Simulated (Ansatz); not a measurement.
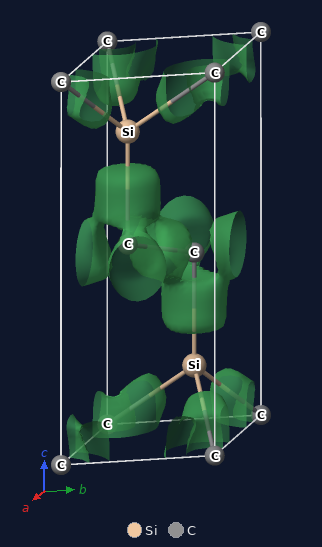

Si2C3. Isosurface of the ELF at 0.7 (green), seen slightly off an axis. Core shells and regions of very low density are left out. Sticks mark near contacts.

Space group P-3m1; a structure generated by program, which may or may not match a known phase.

All numbers below come from DFT PBE, scalar-relativistic, plane waves, PAW (Ansatz).

> Where are the electrons localised?

The surface consists of one region on C in which the atom's valence shell and bonds are merged and sheets that run through the cell in two directions, counted in one cell of 5 atoms. Regions shared between cells count once.

Values along the shortest contacts:
C–C (1.63 Å): the ELF peaks at about 0.95 between the atoms. Si–C (1.97 Å): the ELF peaks at about 0.85 between the atoms.
